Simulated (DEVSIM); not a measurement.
System: abrupt Si n-p junction, at 300 K.

| layer (left to right) | material | thickness (μm) | Nd (cm⁻³) | Na (cm⁻³) | τn (s) | τp (s) |
|---|---|---|---|---|---|---|
| 1 | Si | 0.440 | 6.3e17 | - | 1.8e-5 | 1.8e-5 |
| 2 | Si | 4.00 | - | 2.2e14 | 1.8e-5 | 1.8e-5 |

Left contact: ohmic. Right contact: ohmic. Voltage is applied to the left contact. Recombination: SRH at mid-gap, radiative. Mobility is constant in doping.

Constants are typed, rounded textbook-type inputs, not results; the design itself was drawn at random and stands for no fabricated device. Values at 300 K.

```csv
parameter,Si
gap (eV),1.124
affinity (eV),4.05
permittivity,11.7
Nc (cm⁻³),2.86e19
Nv (cm⁻³),3.1e19
μn (cm²/Vs),1417
μp (cm²/Vs),470
B (cm³/s),4.7e-15
```

Simulated with DEVSIM: 1D drift-diffusion, Boltzmann statistics, complete ionisation; no tunnelling, impact ionisation, image-force lowering or self-heating.

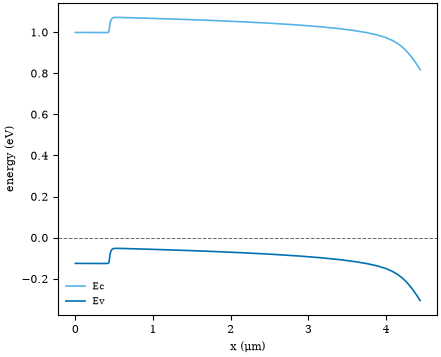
*Band edges at -0.9 V on the left contact*

Energies count from the Fermi level of the right contact; mesh points crowd at the junctions.

```json
[
 {"x (μm)": "0.000", "Ec (eV)": "0.999", "Ev (eV)": "-0.125", "n (cm⁻³)": "6.3e17", "p (cm⁻³)": "180", "field (V/cm)": "-11"},
 {"x (μm)": "0.01957", "Ec (eV)": "0.999", "Ev (eV)": "-0.125", "n (cm⁻³)": "6.3e17", "p (cm⁻³)": "8.9e13", "field (V/cm)": "-11"},
 {"x (μm)": "0.05330", "Ec (eV)": "0.999", "Ev (eV)": "-0.125", "n (cm⁻³)": "6.3e17", "p (cm⁻³)": "2.4e14", "field (V/cm)": "-11"},
 {"x (μm)": "0.1114", "Ec (eV)": "0.999", "Ev (eV)": "-0.125", "n (cm⁻³)": "6.3e17", "p (cm⁻³)": "5.0e14", "field (V/cm)": "-11"},
 {"x (μm)": "0.2455", "Ec (eV)": "0.998", "Ev (eV)": "-0.126", "n (cm⁻³)": "6.3e17", "p (cm⁻³)": "1.1e15", "field (V/cm)": "-11"},
 {"x (μm)": "0.3384", "Ec (eV)": "0.998", "Ev (eV)": "-0.126", "n (cm⁻³)": "6.3e17", "p (cm⁻³)": "1.5e15", "field (V/cm)": "-11"},
 {"x (μm)": "0.3924", "Ec (eV)": "0.998", "Ev (eV)": "-0.126", "n (cm⁻³)": "6.3e17", "p (cm⁻³)": "1.8e15", "field (V/cm)": "≈ 0"},
 {"x (μm)": "0.4309", "Ec (eV)": "1.003", "Ev (eV)": "-0.121", "n (cm⁻³)": "5.2e17", "p (cm⁻³)": "2.3e15", "field (V/cm)": "9300"},
 {"x (μm)": "0.4479", "Ec (eV)": "1.044", "Ev (eV)": "-0.080", "n (cm⁻³)": "1.1e17", "p (cm⁻³)": "1.2e16", "field (V/cm)": "19000"},
 {"x (μm)": "0.4747", "Ec (eV)": "1.068", "Ev (eV)": "-0.056", "n (cm⁻³)": "4.2e16", "p (cm⁻³)": "2.9e16", "field (V/cm)": "3100"},
 {"x (μm)": "0.5237", "Ec (eV)": "1.072", "Ev (eV)": "-0.052", "n (cm⁻³)": "3.5e16", "p (cm⁻³)": "3.5e16", "field (V/cm)": "33"},
 {"x (μm)": "0.6481", "Ec (eV)": "1.071", "Ev (eV)": "-0.053", "n (cm⁻³)": "3.4e16", "p (cm⁻³)": "3.4e16", "field (V/cm)": "-110"},
 {"x (μm)": "0.8413", "Ec (eV)": "1.069", "Ev (eV)": "-0.055", "n (cm⁻³)": "3.2e16", "p (cm⁻³)": "3.2e16", "field (V/cm)": "-110"},
 {"x (μm)": "1.195", "Ec (eV)": "1.065", "Ev (eV)": "-0.059", "n (cm⁻³)": "2.8e16", "p (cm⁻³)": "2.9e16", "field (V/cm)": "-120"},
 {"x (μm)": "2.161", "Ec (eV)": "1.050", "Ev (eV)": "-0.074", "n (cm⁻³)": "2.0e16", "p (cm⁻³)": "2.0e16", "field (V/cm)": "-180"},
 {"x (μm)": "3.165", "Ec (eV)": "1.026", "Ev (eV)": "-0.098", "n (cm⁻³)": "1.0e16", "p (cm⁻³)": "1.1e16", "field (V/cm)": "-340"},
 {"x (μm)": "3.755", "Ec (eV)": "0.998", "Ev (eV)": "-0.126", "n (cm⁻³)": "4.9e15", "p (cm⁻³)": "5.0e15", "field (V/cm)": "-720"},
 {"x (μm)": "4.077", "Ec (eV)": "0.961", "Ev (eV)": "-0.163", "n (cm⁻³)": "2.2e15", "p (cm⁻³)": "1.9e15", "field (V/cm)": "-1900"},
 {"x (μm)": "4.284", "Ec (eV)": "0.899", "Ev (eV)": "-0.225", "n (cm⁻³)": "1.2e15", "p (cm⁻³)": "4.9e14", "field (V/cm)": "-4300"},
 {"x (μm)": "4.366", "Ec (eV)": "0.860", "Ev (eV)": "-0.264", "n (cm⁻³)": "8.4e14", "p (cm⁻³)": "2.9e14", "field (V/cm)": "-5400"},
 {"x (μm)": "4.411", "Ec (eV)": "0.835", "Ev (eV)": "-0.289", "n (cm⁻³)": "4.9e14", "p (cm⁻³)": "2.4e14", "field (V/cm)": "-5800"},
 {"x (μm)": "4.440", "Ec (eV)": "0.818", "Ev (eV)": "-0.306", "n (cm⁻³)": "530000", "p (cm⁻³)": "2.2e14", "field (V/cm)": "-5900"}
]
```
